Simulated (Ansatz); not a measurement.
## CH$_{5}$SSi (charge +1): geometry relaxation

System: CH$_{5}$SSi, charge +1.
Method: RHF/def2-TZVP (Ansatz 0.2.0).

It belongs to a series of runs on one base structure; here: end point A relaxed.

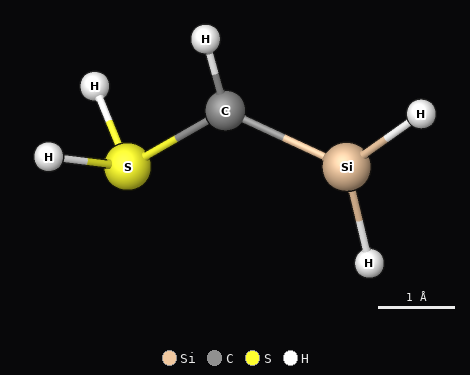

The starting structure (ball-and-stick view, seen at a tilt). Bond lengths as drawn: C–H 1.08 Å, C–S 1.76 Å, C–Si 1.79 Å, H–S 1.36 Å and H–Si 1.45 Å.

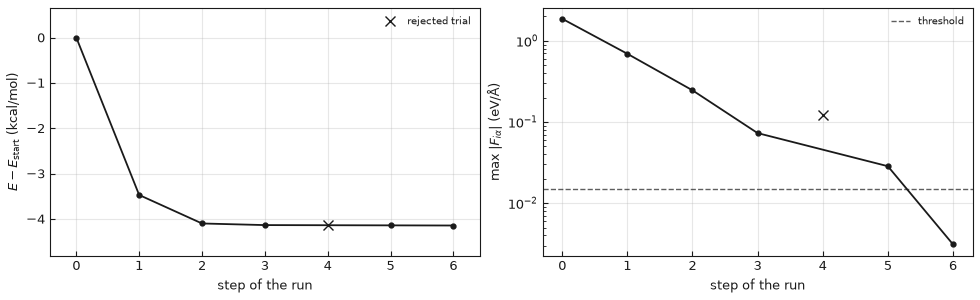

Progress of the relaxation, step by step (the first geometry is step 0 here and step 1 in the log).

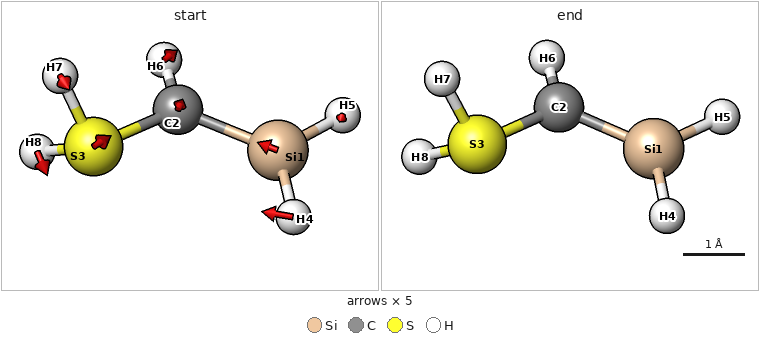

Before (left) and after (right) the relaxation, at one scale (ball-and-stick view, seen at a tilt). The red arrows give the displacements, magnified 5 times. Over 6 geometry steps the energy falls by 4.15 kcal/mol. Largest force component: 1.9 eV/Å at the start, 0.0031 eV/Å at the end. The line search rejected the trial step at point 4 (counted from 0) and went back. The largest move after the best rigid fit is that of H4, 0.11 Å. By element the largest moves are H 0.11 Å, S 0.08 Å, Si 0.08 Å, C 0.05 Å. Among the contacts that change: Si1–C2 1.787 → 1.712 Å, C2–S3 1.762 → 1.722 Å, S3–H7 1.363 → 1.336 Å, Si1–H4 1.451 → 1.458 Å. Among the angles that change: C2–S3–H7 101.0° → 105.1°, H7–S3–H8 91.1° → 95.1°, Si1–C2–S3 123.2° → 120.8°. (Atoms are counted from 1 in the order of the input.)

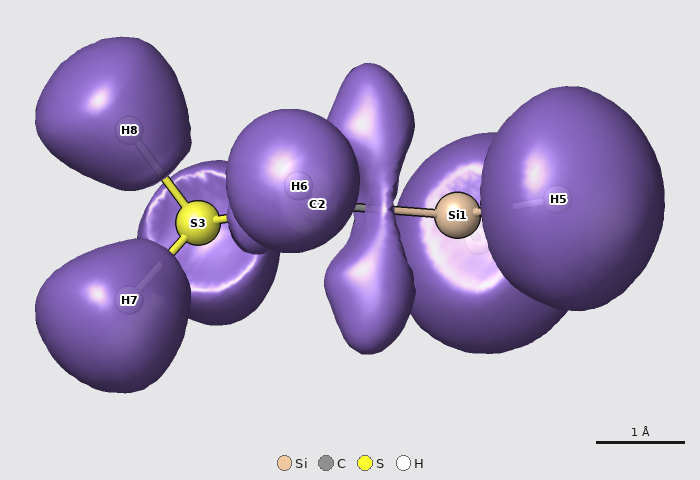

Isosurface of the electron localisation function at 0.85 (purple), seen from the side. Only the valence region is drawn (cores and ρ < 0.01 e/Å³ removed). Values along the shortest contacts: C–Si (1.71 Å): the ELF peaks at about 0.95 between the atoms (localised, shared-pair bonding). C–S (1.72 Å): the ELF peaks at about 0.95 between the atoms, which marks a shared electron pair.

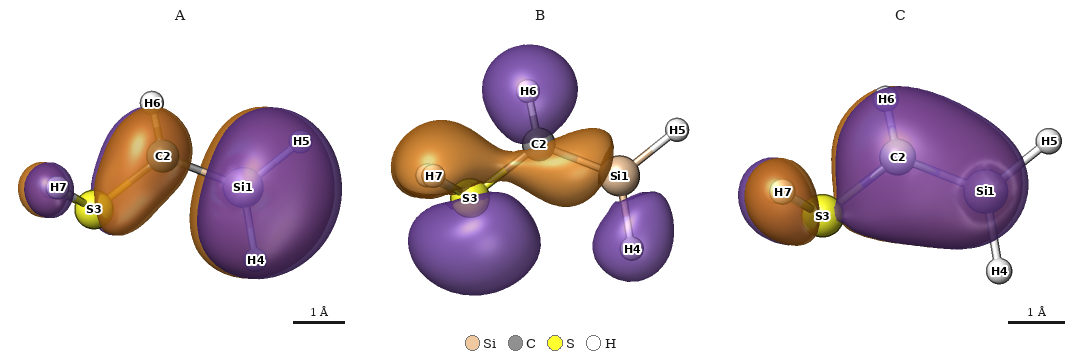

Three frontier orbitals at ±0.08 Å⁻³ᐟ² (orange and purple are the two phases). B is the HOMO−1 (−18.13 eV). By Hirshfeld shares it lies mainly on S3 (55 %), C2 (20 %) and H6 (10 %). C is the HOMO (−14.80 eV). It lies mainly on C2 (50 %), Si1 (30 %) and S3 (10 %). A is the LUMO (−3.45 eV). It lies mainly on Si1 (65 %) and C2 (10 %). The HOMO–LUMO gap is 11.35 eV between the orbital energies.

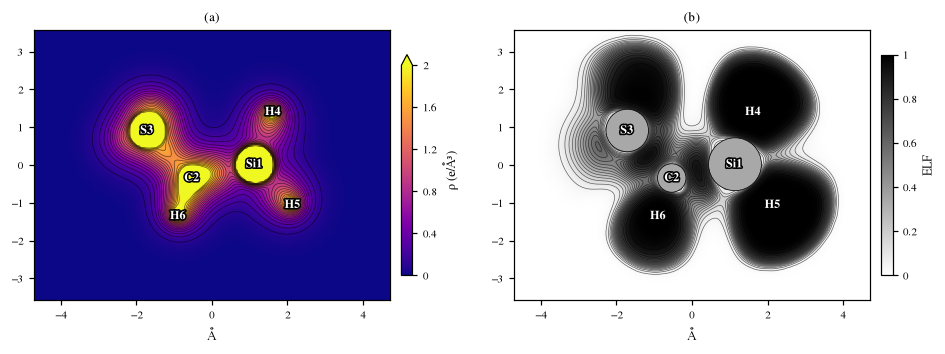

(a) total electron density; (b) ELF on the plane of atoms Si1, C2 and S3. Grey discs, where drawn, cover atomic cores. Atoms in the plane: Si, C, S and H. C–Si (1.71 Å): ρ is about 1.2 e/Å³ halfway; the ELF peaks at about 0.95 between the atoms, which marks localised, shared-pair bonding. C–S (1.72 Å): ρ is about 1.5 e/Å³ halfway; the ELF peaks at about 0.95 between the atoms (localised, shared-pair bonding).

These pictures come from the run below.

Input
```yaml
crystal:
  periodic: [false, false, false]
  atoms:
    - { symbol: Si, position_ang: [-0.86644, 0.98272, -0.98902] }
    - { symbol: C, position_ang: [0.12021, 0.24491, 0.30488] }
    - { symbol: S, position_ang: [0.57159, -1.45818, 0.32342] }
    - { symbol: H, position_ang: [-1.34332, 0.18287, -2.10205] }
    - { symbol: H, position_ang: [-1.17833, 2.39292, -0.89983] }
    - { symbol: H, position_ang: [0.49446, 0.80834, 1.14575] }
    - { symbol: H, position_ang: [1.90411, -1.37187, 0.59871] }
    - { symbol: H, position_ang: [0.29772, -1.78171, 1.61814] }
total_charge: 1
basis:
  gaussian: { orbitals: def2-TZVP }
hamiltonian:
  xc: hf
relax:
  f_tol: 0.015
  max_steps: 40
output:
  orbitals: {}
```

Launch command:
```bash
ansatz run input.yaml --threads 2 --pin off --max-ram 3072MiB --backend cpu --events-out ev --progress --plain --runs-dir out
```

The program's output
```
The last accepted step is kept in [file] (removed where the run ends without a failure and the disk answers)
Engine: ansatz 0.2.0, x86_64-unknown-linux-gnu
Functional definition: HF
  exchange = exact_x
  correlation = 0
1083 factors; their error is unknown
mean field evaluation 1: about -19776.3792 eV, gradient 4.1e1 eV
mean field evaluation 2: about -19779.1673 eV, gradient 2.6e1 eV
mean field evaluation 4: about -19781.0675 eV, gradient 8.7e-1 eV
mean field evaluation 8: about -19781.3357 eV, gradient 4.3e-1 eV
mean field -19781.33586169 eV, -726.9506846459 hartree, gradient 1.1e-5 eV, S^2 0.000000; 0 other end points of the search recorded, 0 dependent functions left out
the calculation of the forces begins
reference -19781.33586169 eV, -726.9506846459 hartree; 20, 20 occupied and 115, 115 virtual orbitals, 1083 factors
relax step   1: F+E_penalty+E_count = -19781.33586169 eV  Δ(F+E_penalty+E_count) = +0.000e0 eV  max|allowed force component| = 1.871e0 eV/Å  Δτ_max = 0.0000 Å  (33 SCF iters, accepted)
these checks for a lower state are left out or cut short: starts, cluster_reference, orbital_swaps, neighbouring_geometries, increment
1083 factors; their error is unknown
mean field evaluation 16: about -19781.2221 eV, gradient 5.7e-2 eV
mean field -19781.48646602 eV, -726.9562192531 hartree, gradient 2.7e-5 eV, S^2 0.000000; 0 other end points of the search recorded, 0 dependent functions left out
the calculation of the forces begins
reference -19781.48646602 eV, -726.9562192531 hartree; 20, 20 occupied and 115, 115 virtual orbitals, 1083 factors
relax step   2: F+E_penalty+E_count = -19781.48646602 eV  Δ(F+E_penalty+E_count) = -1.506e-1 eV  max|allowed force component| = 6.929e-1 eV/Å  Δτ_max = 0.0743 Å  (30 SCF iters, accepted)
these checks for a lower state are left out or cut short: starts, cluster_reference, orbital_swaps, neighbouring_geometries, increment
1083 factors; their error is unknown
mean field -19781.51372576 eV, -726.9572210300 hartree, gradient 1.4e-5 eV, S^2 0.000000; 0 other end points of the search recorded, 0 dependent functions left out
the calculation of the forces begins
reference -19781.51372576 eV, -726.9572210300 hartree; 20, 20 occupied and 115, 115 virtual orbitals, 1083 factors
relax step   3: F+E_penalty+E_count = -19781.51372576 eV  Δ(F+E_penalty+E_count) = -2.726e-2 eV  max|allowed force component| = 2.457e-1 eV/Å  Δτ_max = 0.0366 Å  (29 SCF iters, accepted)
these checks for a lower state are left out or cut short: starts, cluster_reference, orbital_swaps, neighbouring_geometries, increment
1083 factors; their error is unknown
mean field evaluation 32: about -19781.5153 eV, gradient 1.4e-5 eV
mean field -19781.51527372 eV, -726.9572779164 hartree, gradient 1.4e-5 eV, S^2 0.000000; 0 other end points of the search recorded, 0 dependent functions left out
the calculation of the forces begins
reference -19781.51527372 eV, -726.9572779164 hartree; 20, 20 occupied and 115, 115 virtual orbitals, 1083 factors
relax step   4: F+E_penalty+E_count = -19781.51527372 eV  Δ(F+E_penalty+E_count) = -1.548e-3 eV  max|allowed force component| = 7.296e-2 eV/Å  Δτ_max = 0.0091 Å  (32 SCF iters, accepted)
these checks for a lower state are left out or cut short: starts, cluster_reference, orbital_swaps, neighbouring_geometries, increment
1083 factors; their error is unknown
mean field -19781.51471564 eV, -726.9572574076 hartree, gradient 1.4e-5 eV, S^2 0.000000; 0 other end points of the search recorded, 0 dependent functions left out
the calculation of the forces begins
reference -19781.51471564 eV, -726.9572574076 hartree; 20, 20 occupied and 115, 115 virtual orbitals, 1083 factors
relax step   5: F+E_penalty+E_count = -19781.51471564 eV  Δ(F+E_penalty+E_count) = +5.581e-4 eV  max|allowed force component| = 1.235e-1 eV/Å  Δτ_max = 0.0200 Å  (31 SCF iters, rejected (line search))
these checks for a lower state are left out or cut short: starts, cluster_reference, orbital_swaps, neighbouring_geometries, increment
1083 factors; their error is unknown
mean field -19781.51554121 eV, -726.9572877467 hartree, gradient 1.4e-5 eV, S^2 0.000000; 0 other end points of the search recorded, 0 dependent functions left out
the calculation of the forces begins
reference -19781.51554121 eV, -726.9572877467 hartree; 20, 20 occupied and 115, 115 virtual orbitals, 1083 factors
relax step   6: F+E_penalty+E_count = -19781.51554121 eV  Δ(F+E_penalty+E_count) = -2.675e-4 eV  max|allowed force component| = 2.851e-2 eV/Å  Δτ_max = 0.0097 Å  (31 SCF iters, accepted)
these checks for a lower state are left out or cut short: starts, cluster_reference, orbital_swaps, neighbouring_geometries, increment
1083 factors; their error is unknown
mean field -19781.51568100 eV, -726.9572928839 hartree, gradient 1.4e-5 eV, S^2 0.000000; 0 other end points of the search recorded, 0 dependent functions left out
the calculation of the forces begins
reference -19781.51568100 eV, -726.9572928839 hartree; 20, 20 occupied and 115, 115 virtual orbitals, 1083 factors
relax step   7: F+E_penalty+E_count = -19781.51568100 eV  Δ(F+E_penalty+E_count) = -1.398e-4 eV  max|allowed force component| = 3.106e-3 eV/Å  Δτ_max = 0.0055 Å  (32 SCF iters, accepted)
1083 factors; their error is unknown
mean field evaluation 64: about -19781.5155 eV, gradient 4.3e-1 eV
mean field -19781.51568100 eV, -726.9572928839 hartree, gradient 1.4e-5 eV, S^2 0.000000; 1 other end points of the search recorded, 0 dependent functions left out
the calculation of the forces begins
reference -19781.51568100 eV, -726.9572928839 hartree; 20, 20 occupied and 115, 115 virtual orbitals, 1083 factors
Total energy: -19781.51568100 eV, -726.9572928839 hartree
Atom 0 at    -0.825089     0.950193    -0.933035 Å, force     0.001523     0.000016     0.003106 eV/Å
Atom 1 at     0.127699     0.290234     0.326838 Å, force     0.000480     0.002496     0.001714 eV/Å
Atom 2 at     0.559574    -1.377000     0.326764 Å, force     0.000015     0.000662    -0.000041 eV/Å
Atom 3 at    -1.290964     0.113863    -2.033285 Å, force    -0.001048    -0.000767    -0.001993 eV/Å
Atom 4 at    -1.181777     2.361655    -0.917886 Å, force    -0.000440     0.000117    -0.001220 eV/Å
Atom 5 at     0.488086     0.874954     1.151758 Å, force    -0.000610    -0.001601    -0.001294 eV/Å
Atom 6 at     1.879240    -1.395037     0.531983 Å, force    -0.000439    -0.000601     0.000119 eV/Å
Atom 7 at     0.243231    -1.818862     1.546864 Å, force     0.000520    -0.000321    -0.000392 eV/Å
Dipole moment:     0.103179    -0.117283     0.117350 e Å
```

Trajectory as extended XYZ (Å, eV, eV/Å), 7 frames, from step=1 to step=7
```
8
Properties=species:S:1:pos:R:3:forces:R:3 step=1 energy=-19781.33586
Si   -0.8664    0.9827   -0.9890    1.4547  -1.1986   1.8710
C     0.1202    0.2449    0.3049   -1.0694   0.3767  -1.5857
S     0.5716   -1.4582    0.3234    0.5558   1.0827   1.2828
H    -1.3433    0.1829   -2.1021   -0.0634  -0.0403  -0.1170
H    -1.1783    2.3929   -0.8998   -0.0656   0.1662  -0.0415
H     0.4945    0.8083    1.1458   -0.1193  -0.0673  -0.2226
H     1.9041   -1.3719    0.5987   -0.6139  -0.2225  -0.4288
H     0.2977   -1.7817    1.6181   -0.0790  -0.0969  -0.7583
8
Properties=species:S:1:pos:R:3:forces:R:3 step=2 energy=-19781.48647
Si   -0.8439    0.9576   -0.9590    0.5318  -0.3558   0.6929
C     0.1205    0.2825    0.3154   -0.2263  -0.2222  -0.4542
S     0.5764   -1.4034    0.3469    0.0162   0.4106   0.2231
H    -1.3186    0.1466   -2.0712   -0.0122  -0.0285  -0.0242
H    -1.1739    2.3722   -0.9027   -0.0400   0.0375  -0.0429
H     0.4810    0.8648    1.1432   -0.0403   0.0274  -0.0597
H     1.9130   -1.3957    0.5401   -0.4323  -0.0151   0.0407
H     0.2454   -1.8245    1.5872    0.2032   0.1460  -0.3756
8
Properties=species:S:1:pos:R:3:forces:R:3 step=3 energy=-19781.51373
Si   -0.8255    0.9451   -0.9384   -0.1229   0.1459  -0.1133
C     0.1205    0.2861    0.3183    0.1644  -0.2457   0.1415
S     0.5622   -1.3841    0.3305    0.0111   0.0833   0.0717
H    -1.3012    0.1255   -2.0469    0.0099  -0.0145   0.0053
H    -1.1708    2.3598   -0.9020   -0.0113  -0.0144  -0.0320
H     0.4820    0.8710    1.1418   -0.0052   0.0303   0.0116
H     1.8835   -1.3894    0.5384   -0.0536  -0.0027  -0.0170
H     0.2492   -1.8140    1.5583    0.0075   0.0178  -0.0678
8
Properties=species:S:1:pos:R:3:forces:R:3 step=4 energy=-19781.51527
Si   -0.8277    0.9473   -0.9355   -0.0154   0.0507  -0.0344
C     0.1264    0.2861    0.3202    0.0366  -0.0730   0.0546
S     0.5631   -1.3814    0.3300   -0.0159   0.0288  -0.0109
H    -1.2986    0.1227   -2.0425    0.0029  -0.0107   0.0074
H    -1.1757    2.3611   -0.9095   -0.0098  -0.0080  -0.0089
H     0.4843    0.8703    1.1464   -0.0008   0.0214  -0.0037
H     1.8824   -1.3919    0.5377   -0.0014  -0.0043   0.0006
H     0.2458   -1.8141    1.5532    0.0038  -0.0049  -0.0047
8
Properties=species:S:1:pos:R:3:forces:R:3 step=5 energy=-19781.51472 accepted=F
Si   -0.8228    0.9477   -0.9303    0.0160  -0.0095   0.0211
C     0.1308    0.2947    0.3338   -0.0702  -0.0257  -0.1235
S     0.5574   -1.3750    0.3241    0.0252   0.0650   0.0676
H    -1.2882    0.1111   -2.0301    0.0033  -0.0183  -0.0019
H    -1.1819    2.3564   -0.9205   -0.0114   0.0474   0.0015
H     0.4860    0.8879    1.1541    0.0406  -0.0507   0.0442
H     1.8778   -1.3994    0.5267   -0.0103  -0.0063   0.0008
H     0.2410   -1.8234    1.5422    0.0068  -0.0020  -0.0098
8
Properties=species:S:1:pos:R:3:forces:R:3 step=6 energy=-19781.51554
Si   -0.8225    0.9509   -0.9362   -0.0207  -0.0185   0.0285
C     0.1265    0.2878    0.3254    0.0052   0.0210  -0.0102
S     0.5608   -1.3784    0.3285   -0.0050  -0.0048  -0.0164
H    -1.2948    0.1169   -2.0357    0.0106   0.0020  -0.0036
H    -1.1819    2.3616   -0.9146    0.0098   0.0012  -0.0080
H     0.4874    0.8741    1.1490   -0.0022   0.0006   0.0026
H     1.8801   -1.3941    0.5349    0.0054  -0.0011   0.0007
H     0.2443   -1.8187    1.5488   -0.0032  -0.0003   0.0065
8
Properties=species:S:1:pos:R:3:forces:R:3 step=7 energy=-19781.51568
Si   -0.8251    0.9502   -0.9330    0.0015   0.0000   0.0031
C     0.1277    0.2902    0.3268    0.0005   0.0025   0.0017
S     0.5596   -1.3770    0.3268    0.0000   0.0007   0.0000
H    -1.2910    0.1139   -2.0333   -0.0010  -0.0008  -0.0020
H    -1.1818    2.3617   -0.9179   -0.0004   0.0001  -0.0012
H     0.4881    0.8750    1.1518   -0.0006  -0.0016  -0.0013
H     1.8792   -1.3950    0.5320   -0.0004  -0.0006   0.0001
H     0.2432   -1.8189    1.5469    0.0005  -0.0003  -0.0004
```

Results in brief

```csv
quantity,value
outcome,converged
total energy,−19781.5157 eV
mean-field energy,−19781.5157 eV
largest force (length of the vector) at the end,0.003 eV/Å
hardware,"2 threads of Intel Xeon (Sapphire Rapids), 16 GiB of memory available, shared host"
wall time,12 s (CPU time 21 s)
peak memory,0.3 GiB
```
